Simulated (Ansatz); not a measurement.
In doubt: masses and optical values from hybrid runs of this build are listed as unsure (in some of the runs), which bears on the screening that GW takes from such a start.

System: MoSeS (P-3m1).

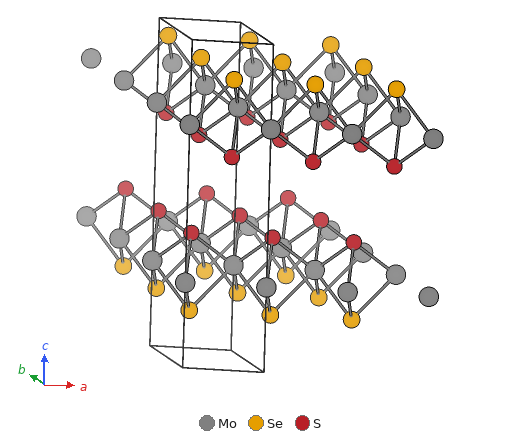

The structure (molybdenum grey, selenium orange, sulfur red). Bonds to atoms that aren't drawn are left out. 3×3×1 cells are drawn. Some periodic images of atoms are drawn too.

```cif
data_structure
_symmetry_space_group_name_H-M 'P 1'
_symmetry_Int_Tables_number 1
_cell_length_a 3.2525
_cell_length_b 3.2525
_cell_length_c 13.6173
_cell_angle_alpha 90.000
_cell_angle_beta 90.000
_cell_angle_gamma 120.000
_cell_volume 124.76
loop_
_atom_site_label
_atom_site_type_symbol
_atom_site_fract_x
_atom_site_fract_y
_atom_site_fract_z
_atom_site_occupancy
Mo1 Mo 0.00000 0.00000 0.25915 1
Mo2 Mo 0.00000 0.00000 0.74085 1
Se3 Se 0.66667 0.33333 0.86489 1
Se4 Se 0.33333 0.66667 0.13511 1
S5 S 0.33333 0.66667 0.37059 1
S6 S 0.66667 0.33333 0.62941 1
```

The cell and positions are those that the Materials Project relaxed with its own functionals (PBE, PBE+U or r2SCAN), kept fixed.

Gaps computed with Ansatz 0.2.0 without a self-energy: HSE06 1.51 eV.

Estimate the G0W0@HSE06 gap with 9×9×2 mesh, 741 empty bands, screening to 190 eV, hard PAW files.

About 1.65 eV: on its mesh the run moves the gap from 1.50 eV by +0.15 eV. Bands and cutoff are finite, so the gap is not at the basis limit. The miss can reach some tenths of an eV and take either sign; the mesh is an error of its own. The many-body steps are scalar-relativistic: spin-orbit coupling is not in them.

[Paths, hosts, dates, memory and timing lines, banners, echoed tables and standing remarks are left out of the program output.]

[Logs are printed without paths, hosts, clocks, repeated set-up lines and the standing remarks that a program may print on its own settings, such as how far it seeks lower states.]

[Runs of the session that timed out or met a known fault of the program may be left out.]

[Cells called generated may have been cut or substituted from an entry of the Crystallography Open Database or the Materials Project.]

[Hosts, paths, dates, database ids (printed as entryN), source tags and the programs' standing remarks are cut or masked in the printed files.]
